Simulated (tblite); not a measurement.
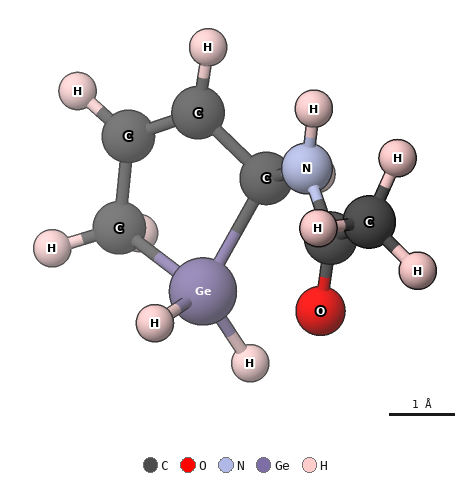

Fig. 1: The structure as given in the input (ball-and-stick view, seen at a tilt). Sticks mark near contacts. Bond lengths as drawn: C–C 1.33 to 1.51 Å, C–Ge 2.01 to 2.02 Å, C–H 1.08 to 1.10 Å, C–N 1.34 to 1.44 Å, C–O 1.22 Å, Ge–H 1.50 Å and H–N 1.01 Å.

# C$_{6}$H$_{11}$GeNO: frequency calculation

System: C$_{6}$H$_{11}$GeNO.
Method: GFN2-xTB harmonic vibrations, gas phase (tblite 0.8.0).

It belongs to a series of runs on one base structure; here: H on C replaced by NHCOCH3.

### The input
```
{"job": {"kind": "ir", "xc": "GFN2-xTB", "basis": "xTB"}, "charge": 0, "multiplicity": 1}
C      3.311553    -0.334773     0.222023
C      1.871682    -0.601034    -0.141061
O      1.371876    -1.716606    -0.062115
N      1.156639     0.453691    -0.541722
C     -0.242281     0.295660    -0.852725
C     -1.075914     1.471067    -0.459988
C     -2.301564     1.257015    -0.002023
C     -2.804848    -0.143474     0.126574
Ge    -1.116692    -1.240887     0.125377
H      3.697335     0.551050    -0.275228
H      3.378040    -0.195285     1.300015
H      3.914477    -1.199017    -0.042571
H      1.563738     1.375801    -0.581385
H     -0.338631     0.124706    -1.936668
H     -0.661129     2.463958    -0.578011
H     -2.951533     2.073910     0.281596
H     -3.449151    -0.243298     0.998502
H     -3.415593    -0.391490    -0.744026
H     -0.687749    -1.448291     1.551805
H     -1.225404    -2.542024    -0.608375
```

The first line tells a small driver script what to run in tblite; the rest is the geometry in Å.

Hardware: 1 CPU thread, shared host.

Launched with:
```bash
OMP_NUM_THREADS=1 python <driver script> task.json out
```

### What the program printed
```
mode    cm-1     km/mol
  1      11.4      0.94
  2      64.4     11.02
  3      93.9      1.11
  4     124.8      5.48
  5     153.2     28.86
  6     239.6     14.03
  7     278.6      4.01
  8     309.7      4.07
  9     389.1      4.92
 10     415.2     64.96
 11     426.1     37.82
 12     484.6      7.19
 13     531.6     46.45
 14     569.1     34.71
 15     582.5     10.24
 16     600.1     41.31
 17     646.5    102.59
 18     663.7     28.50
 19     741.3     51.33
 20     745.4     15.47
 21     767.1     76.11
 22     807.0    110.40
 23     892.3      0.94
 24     966.3     27.00
 25     993.8      1.51
 26    1001.8     19.20
 27    1007.1      8.28
 28    1048.2     16.30
 29    1087.8      4.37
 30    1098.3     21.36
 31    1130.2     14.99
 32    1169.5      3.22
 33    1207.1      6.10
 34    1223.3     25.83
 35    1260.6     19.52
 36    1327.0      7.59
 37    1376.8     21.20
 38    1433.8    238.70
 39    1451.9      6.37
 40    1455.9      2.97
 41    1469.2     11.59
 42    1668.9    274.15
 43    1692.3    115.61
 44    1943.9    268.84
 45    2035.2    478.82
 46    2811.2     66.81
 47    2941.0     41.57
 48    2993.0     37.66
 49    3020.3      6.11
 50    3035.0     35.72
 51    3040.7     19.26
 52    3054.8    110.29
 53    3058.6      8.71
 54    3423.7      7.36
```

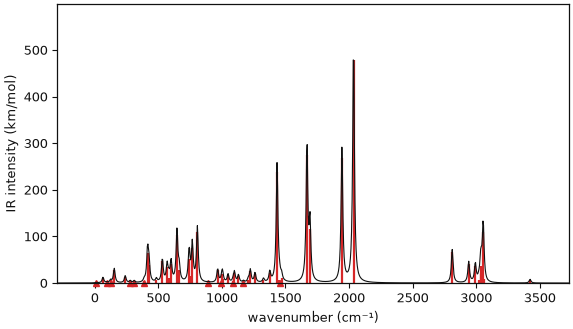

Fig. 2: Harmonic infrared spectrum, unscaled: sticks (degenerate modes added up, dark ones marked on the axis) with a Lorentzian envelope of 16 cm⁻¹ full width, scaled to the tallest stick. 54 modes from 11 to 3424 cm⁻¹, none imaginary. The strongest line is at 2035 cm⁻¹ (479 km/mol).

### Key numbers

- outcome: converged
- total energy: −744.2292 eV
- zero-point energy: 95.7300 kcal/mol
- wall time: 1.5 s
- peak memory: 0.18 GiB
